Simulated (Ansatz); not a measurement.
## CH8GeN2OS: geometry relaxation (part 2 of 2)

Continued. System: CH8GeN2OS, SMILES C[S][Ge]([NH2])([NH2])[OH]. Method: RHF/def2-mTZVP (Ansatz 0.2.0). It belongs to a series of runs on one base structure; here: end point A relaxed.

Geometry of the input (Å):
```
C  -0.8471  -0.5123  2.0285
S  0.6400  -1.0748  1.2596
Ge 0.3074  0.0403  -0.6609
N  1.7602  -0.4225  -1.8509
N  0.4173  1.8684  -0.3514
O  -1.2517  -0.3664  -1.3491
H  -0.8311  0.6375  2.1353
H  -1.7299  -0.7375  1.3880
H  -1.0035  -0.9084  3.0628
H  1.5840  -1.4552  -2.0047
H  1.4618  0.0551  -2.7244
H  -0.4306  2.1392  0.2088
H  1.1722  2.0650  0.2945
H  -1.2619  -1.3576  -1.4073
```

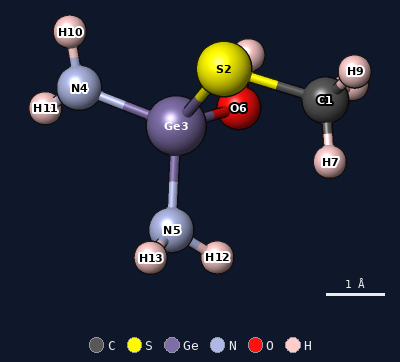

**Figure 1.** The geometry at step 10 of the log (ball-and-stick view, seen at a tilt; atoms are numbered from 1 in the order of the input).

**Trajectory as extended XYZ, continued**
```
14
Properties=species:S:1:pos:R:3:forces:R:3 step=5 energy=-73453.00605
C    -0.8762   -0.6336    2.1413    0.1006  -0.0931   0.0286
S     0.5816   -1.1485    1.1480   -0.1176  -0.0277   0.2055
Ge    0.3178    0.0790   -0.6795   -0.1348  -0.0882   0.0725
N     1.6894   -0.4780   -1.7094    0.0436   0.1189  -0.3956
N     0.3843    1.8767   -0.5374    0.0043   0.1420   0.1018
O    -1.3179   -0.1523   -1.3014    0.0437  -0.0681   0.0379
H    -0.8066    0.4072    2.4134   -0.0134   0.0277  -0.0044
H    -1.7948   -0.8153    1.6097   -0.0412   0.0130  -0.0227
H    -0.8659   -1.2296    3.0409   -0.0035   0.0089  -0.0098
H     1.8222   -1.4599   -1.8291    0.0199  -0.0360   0.0648
H     1.7711   -0.0196   -2.5957    0.0659  -0.0257   0.0538
H    -0.4655    2.3332   -0.2738    0.0347  -0.0379  -0.0758
H     1.1494    2.2630   -0.0235   -0.0067  -0.0092  -0.0450
H    -1.6019   -1.0513   -1.3746    0.0046   0.0755  -0.0114
14
Properties=species:S:1:pos:R:3:forces:R:3 step=6 energy=-73452.98582 accepted=F
C    -0.8932   -0.6504    2.1691   -0.2003   0.1949  -0.0474
S     0.5641   -1.1781    1.1991    0.2238  -0.0111  -0.2373
Ge    0.3316    0.0541   -0.6537   -0.1060   0.3621  -0.2930
N     1.6313   -0.4563   -1.7992    0.1420  -0.5535   0.5503
N     0.4045    1.8594   -0.5221    0.0999  -0.2165  -0.0208
O    -1.3179   -0.1444   -1.2451   -0.0454  -0.0151   0.0811
H    -0.8265    0.3959    2.4279    0.0222  -0.0375   0.0086
H    -1.8108   -0.8243    1.6288    0.0408  -0.0274   0.0065
H    -0.9016   -1.2330    3.0759    0.0506  -0.0470   0.0076
H     1.9120   -1.4148   -1.8098    0.0366   0.0988  -0.1102
H     1.7768   -0.0172   -2.6795   -0.1637   0.1639  -0.0322
H    -0.4475    2.3440   -0.3479   -0.0791   0.0486   0.0736
H     1.1667    2.2689   -0.0274   -0.0124   0.0582   0.0340
H    -1.6024   -1.0330   -1.3873   -0.0088  -0.0184  -0.0209
14
Properties=species:S:1:pos:R:3:forces:R:3 step=7 energy=-73453.01712
C    -0.8817   -0.6426    2.1473    0.0205  -0.0252   0.0326
S     0.5924   -1.1460    1.1772   -0.0316   0.0263   0.0125
Ge    0.3252    0.0754   -0.6655   -0.0211  -0.0431   0.1011
N     1.6723   -0.4757   -1.7351   -0.0282   0.0185  -0.1033
N     0.3996    1.8750   -0.5323   -0.0161   0.0281   0.0095
O    -1.3248   -0.1444   -1.2479    0.0011  -0.0629  -0.0299
H    -0.8264    0.4004    2.4178   -0.0062  -0.0018  -0.0084
H    -1.7925   -0.8316    1.6030    0.0017   0.0059  -0.0063
H    -0.8784   -1.2358    3.0487   -0.0016   0.0022  -0.0089
H     1.8493   -1.4540   -1.8199    0.0153  -0.0140   0.0099
H     1.7449   -0.0291   -2.6258    0.0352  -0.0028   0.0017
H    -0.4560    2.3435   -0.3182    0.0168  -0.0063  -0.0150
H     1.1555    2.2733   -0.0166    0.0011   0.0062  -0.0047
H    -1.5923   -1.0377   -1.4039    0.0130   0.0690   0.0093
14
Properties=species:S:1:pos:R:3:forces:R:3 step=8 energy=-73453.01451 accepted=F
C    -0.8876   -0.6435    2.1575   -0.0255   0.0056  -0.0235
S     0.5942   -1.1365    1.1951    0.0240  -0.0807   0.0954
Ge    0.3266    0.0630   -0.6496   -0.0494   0.0802  -0.2280
N     1.6530   -0.4874   -1.7451    0.0756  -0.0101  -0.0085
N     0.3993    1.8644   -0.5399    0.0590   0.0308   0.0123
O    -1.3218   -0.1500   -1.2408   -0.0153  -0.0519   0.0564
H    -0.8402    0.3999    2.4278   -0.0019  -0.0044   0.0055
H    -1.7926   -0.8352    1.6036    0.0094   0.0026   0.0194
H    -0.8888   -1.2384    3.0573    0.0063  -0.0025  -0.0032
H     1.8248   -1.4614   -1.8770   -0.0022   0.0343   0.0238
H     1.8009    0.0222   -2.5918   -0.0539  -0.0294   0.0468
H    -0.4528    2.3381   -0.3258    0.0048   0.0001  -0.0087
H     1.1662    2.2777   -0.0533   -0.0186   0.0076   0.0201
H    -1.5940   -1.0421   -1.3892   -0.0123   0.0179  -0.0079
14
Properties=species:S:1:pos:R:3:forces:R:3 step=9 energy=-73453.01866
C    -0.8849   -0.6527    2.1550    0.0084  -0.0051   0.0015
S     0.6057   -1.1249    1.1967   -0.0014   0.0142  -0.0399
Ge    0.3283    0.0784   -0.6563   -0.0057  -0.0144  -0.0141
N     1.6548   -0.4859   -1.7450    0.0042  -0.0084   0.0208
N     0.4103    1.8798   -0.5412   -0.0035   0.0223   0.0064
O    -1.3247   -0.1335   -1.2347    0.0089  -0.0008   0.0277
H    -0.8502    0.3888    2.4344   -0.0014  -0.0054   0.0000
H    -1.7868   -0.8515    1.5993    0.0035   0.0008   0.0036
H    -0.8778   -1.2556    3.0490   -0.0196   0.0025   0.0210
H     1.8516   -1.4609   -1.8201   -0.0059   0.0045   0.0016
H     1.7484   -0.0320   -2.6289    0.0060   0.0055  -0.0129
H    -0.4477    2.3560   -0.3570   -0.0008  -0.0066  -0.0060
H     1.1563    2.2866   -0.0180    0.0010  -0.0116  -0.0042
H    -1.5961   -1.0218   -1.4046    0.0064   0.0025  -0.0054
14
Properties=species:S:1:pos:R:3:forces:R:3 step=10 energy=-73453.01884
C    -0.8845   -0.6563    2.1583   -0.0093   0.0227  -0.0165
S     0.6033   -1.1244    1.1931    0.0143  -0.0103   0.0038
Ge    0.3274    0.0804   -0.6582   -0.0031  -0.0086   0.0028
N     1.6549   -0.4869   -1.7443   -0.0050   0.0352  -0.0249
N     0.4100    1.8816   -0.5441   -0.0069   0.0057  -0.0146
O    -1.3270   -0.1311   -1.2302   -0.0113  -0.0118  -0.0020
H    -0.8494    0.3851    2.4387   -0.0017  -0.0095   0.0001
H    -1.7875   -0.8535    1.6038    0.0029   0.0003   0.0035
H    -0.8781   -1.2594    3.0525    0.0049  -0.0056   0.0046
H     1.8512   -1.4620   -1.8169   -0.0016  -0.0034  -0.0064
H     1.7548   -0.0322   -2.6285   -0.0019  -0.0274   0.0416
H    -0.4479    2.3589   -0.3638   -0.0024  -0.0026  -0.0002
H     1.1562    2.2891   -0.0225    0.0115   0.0010   0.0090
H    -1.5963   -1.0185   -1.4091    0.0097   0.0143  -0.0006
14
Properties=species:S:1:pos:R:3:forces:R:3 step=11 energy=-73453.01899
C    -0.8835   -0.6566    2.1620    0.0096   0.0128  -0.0068
S     0.6093   -1.1150    1.1994    0.0058  -0.0057   0.0022
Ge    0.3263    0.0829   -0.6550    0.0012  -0.0023   0.0040
N     1.6476   -0.4907   -1.7443    0.0093   0.0037  -0.0160
N     0.4126    1.8847   -0.5465   -0.0026  -0.0087  -0.0086
O    -1.3287   -0.1318   -1.2240    0.0006   0.0183   0.0085
H    -0.8542    0.3839    2.4455   -0.0014  -0.0025   0.0005
H    -1.7840   -0.8570    1.6051   -0.0044  -0.0038  -0.0031
H    -0.8749   -1.2623    3.0545   -0.0020  -0.0022   0.0023
H     1.8404   -1.4666   -1.8177   -0.0019   0.0074  -0.0016
H     1.7501   -0.0356   -2.6273    0.0009  -0.0120   0.0181
H    -0.4464    2.3624   -0.3719   -0.0030   0.0055   0.0018
H     1.1542    2.2887   -0.0152    0.0016   0.0061   0.0059
H    -1.5816   -1.0162   -1.4357   -0.0137  -0.0166  -0.0072
14
Properties=species:S:1:pos:R:3:forces:R:3 step=12 energy=-73453.01903
C    -0.8811   -0.6572    2.1593   -0.0008   0.0009   0.0072
S     0.6143   -1.1159    1.2011   -0.0116   0.0122  -0.0047
Ge    0.3254    0.0822   -0.6522    0.0253  -0.0005  -0.0056
N     1.6453   -0.4927   -1.7430   -0.0033   0.0046  -0.0021
N     0.4123    1.8844   -0.5457   -0.0060  -0.0100  -0.0055
O    -1.3317   -0.1296   -1.2161   -0.0114  -0.0413  -0.0071
H    -0.8540    0.3840    2.4408    0.0011  -0.0035  -0.0012
H    -1.7799   -0.8597    1.6002    0.0012  -0.0015   0.0005
H    -0.8751   -1.2609    3.0533   -0.0004  -0.0004   0.0001
H     1.8382   -1.4685   -1.8165   -0.0013   0.0052  -0.0031
H     1.7530   -0.0355   -2.6239   -0.0008  -0.0070   0.0057
H    -0.4474    2.3633   -0.3773    0.0058  -0.0005   0.0028
H     1.1520    2.2896   -0.0130    0.0001   0.0069   0.0068
H    -1.5842   -1.0126   -1.4380    0.0019   0.0350   0.0062
14
Properties=species:S:1:pos:R:3:forces:R:3 step=13 energy=-73453.01908
C    -0.8821   -0.6567    2.1603    0.0002   0.0007  -0.0006
S     0.6135   -1.1139    1.2017    0.0005   0.0011  -0.0024
Ge    0.3268    0.0820   -0.6532    0.0044   0.0040  -0.0007
N     1.6459   -0.4928   -1.7448   -0.0023  -0.0050   0.0128
N     0.4132    1.8841   -0.5456    0.0025  -0.0014  -0.0029
O    -1.3307   -0.1300   -1.2167   -0.0007  -0.0160  -0.0023
H    -0.8564    0.3846    2.4413    0.0005  -0.0013  -0.0007
H    -1.7808   -0.8611    1.6018    0.0006  -0.0003   0.0003
H    -0.8743   -1.2601    3.0544   -0.0007   0.0000   0.0013
H     1.8383   -1.4685   -1.8193   -0.0013   0.0019  -0.0007
H     1.7527   -0.0355   -2.6254    0.0003   0.0035  -0.0072
H    -0.4468    2.3624   -0.3773    0.0020  -0.0012   0.0012
H     1.1516    2.2891   -0.0104   -0.0034   0.0016   0.0011
H    -1.5838   -1.0126   -1.4379   -0.0026   0.0126   0.0008
14
Properties=species:S:1:pos:R:3:forces:R:3 step=14 energy=-73453.01910
C    -0.8814   -0.6568    2.1607    0.0004  -0.0003  -0.0002
S     0.6148   -1.1126    1.2025    0.0004   0.0022  -0.0028
Ge    0.3271    0.0822   -0.6531    0.0055  -0.0034   0.0033
N     1.6460   -0.4937   -1.7442   -0.0019   0.0026   0.0008
N     0.4141    1.8845   -0.5462   -0.0034  -0.0032  -0.0008
O    -1.3304   -0.1300   -1.2160   -0.0056   0.0040  -0.0019
H    -0.8570    0.3847    2.4411   -0.0005   0.0000  -0.0003
H    -1.7797   -0.8627    1.6022   -0.0003   0.0003   0.0001
H    -0.8729   -1.2597    3.0552   -0.0001  -0.0003   0.0010
H     1.8360   -1.4698   -1.8201   -0.0002  -0.0019  -0.0002
H     1.7535   -0.0358   -2.6246    0.0005  -0.0001   0.0000
H    -0.4468    2.3622   -0.3809    0.0009  -0.0009  -0.0003
H     1.1493    2.2890   -0.0062    0.0000   0.0002   0.0001
H    -1.5853   -1.0108   -1.4416    0.0042   0.0008   0.0013
```

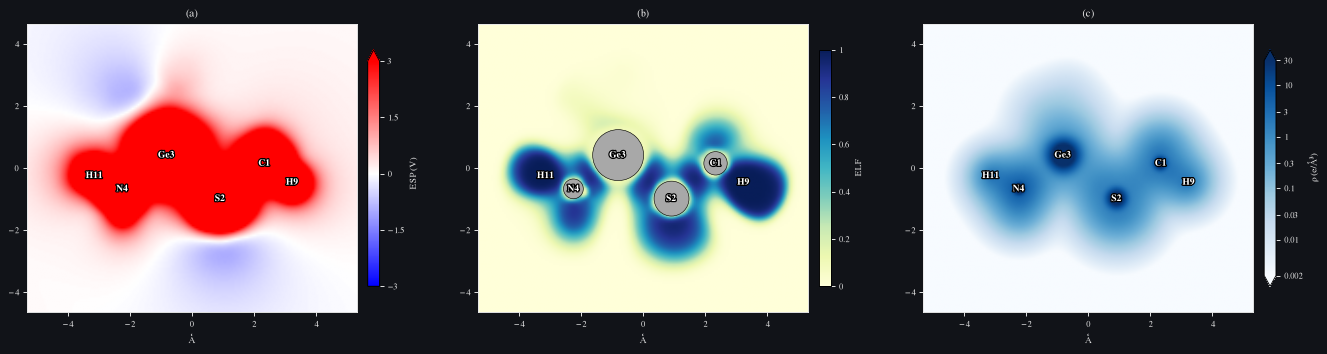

**Figure 2.** (a) molecular electrostatic potential; (b) electron localisation function; (c) electron density on the plane of atoms Ge3, N4 and H11. Grey discs, where drawn, cover atomic cores. The plane passes through C, S, Ge, N and H nuclei. C–S (1.83 Å): ρ at the midpoint is about 1.2 e/Å³; the ELF peaks at about 0.95 between the atoms (a shared electron pair). Ge–S (2.23 Å): ρ is about 0.78 e/Å³ halfway; the ELF peaks at about 0.90 in the valence shell of S, 0.9 Å from its nucleus, and is about 0.85 at the midpoint. N–H (1.00 Å): ρ is about 2.9 e/Å³ halfway, with its minimum of 2.3 e/Å³ about 0.7 Å from N; the ELF climbs to about 1 towards the hydrogen, as it does in any bond to H (a covalent bond by its length).

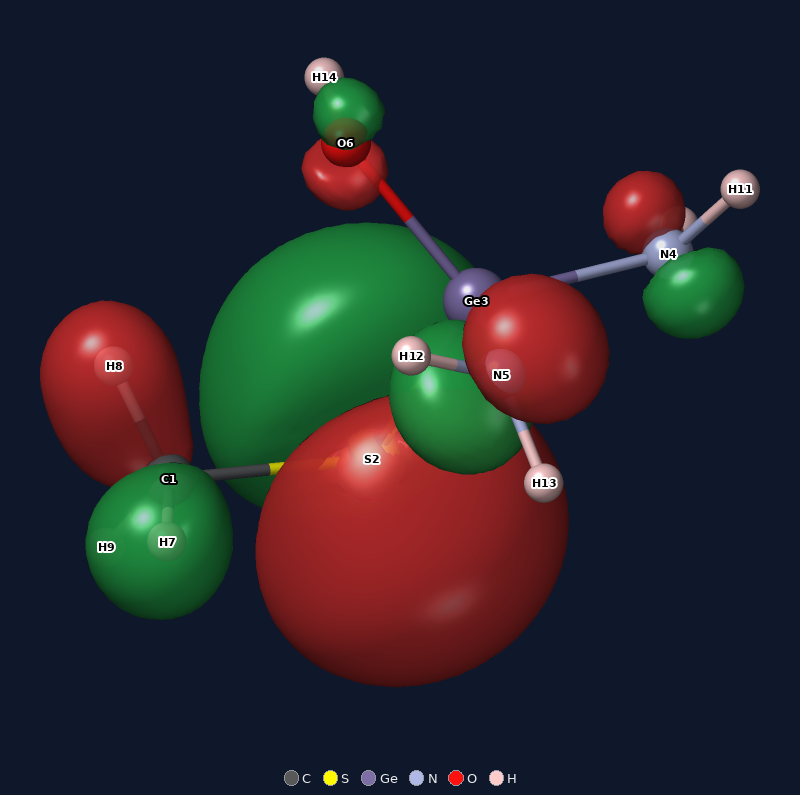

**Figure 3.** The HOMO at ±0.08 Å⁻³ᐟ² (green and red are the two phases), seen at an oblique angle. Its energy is −9.56 eV.

**Summary**

```json
{"quantity": "outcome", "value": "converged"}
{"quantity": "total energy", "value": "−73453.0191 eV"}
{"quantity": "mean-field energy", "value": "−73453.0191 eV"}
{"quantity": "largest force (length of the vector) at the end", "value": "0.007 eV/Å"}
{"quantity": "wall time", "value": "78 s (CPU time 2.5 min)"}
{"quantity": "peak memory", "value": "0.5 GiB"}
```
